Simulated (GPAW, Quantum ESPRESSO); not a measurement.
The O K edge of atom 7 in Ti6O (P-31m), with 6 Ti at 2.08 Å (octahedral, site symmetry -3m), was computed in 2 ways: excited-electron core hole (neutral cell) and no core hole. Program and functional: Quantum ESPRESSO XSpectra, LDA, Lorentzian half width 0.3 eV up to 4 eV, rising linearly to 2.5 eV at 25 eV; cells of 7 and 21 atoms (the run without a hole in the smaller).

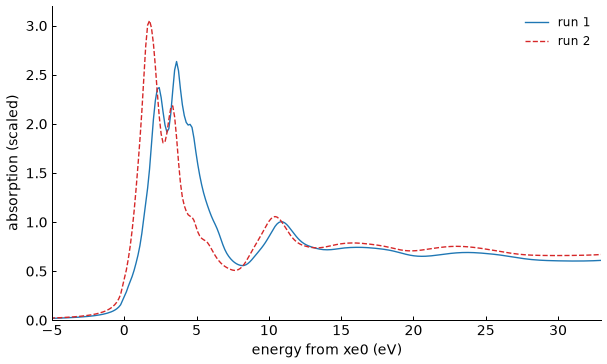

Each run is counted from its own lowest empty level or Fermi level and scaled to a mean of 1 over its first 20 eV.

**Question.** Which run is which?

Run 1: no core hole (area from −2 to 6 eV 9.7, main maxima 2.4 eV (2.37), 3.6 eV (2.64) and 10.8 eV (1.00)). Run 2: excited-electron core hole (neutral cell) (area from −2 to 6 eV 9.7, main maxima 1.7 eV (3.05), 3.3 eV (2.18) and 10.4 eV (1.06)). With each curve scaled to its own mean, the area from −2 to 6 eV with the hole is 9.7 against 9.7, and the centre of weight from −1 to 20 eV moves by -0.2 eV (first and strongest maxima below 20 eV: 2.4 eV (2.37), 3.6 eV (2.64) and 10.8 eV (1.00) without the hole, 1.7 eV (3.05), 3.3 eV (2.18) and 10.4 eV (1.06) with it); the shape changes all the same, by 37 % r.m.s.

[Hosts, paths, dates, database ids (printed as entryN), source tags and the programs' standing remarks are cut or masked in the printed files.]

[Lists of maxima count a maximum above −3 eV only where it reaches 4 % of the highest in the window and stands out from its surroundings by 2 % of it (1.5 % where it reaches 55 %); shoulders and weaker maxima are passed over, and of the rest the first, up to two pre-edge ones and the few strongest are named.]
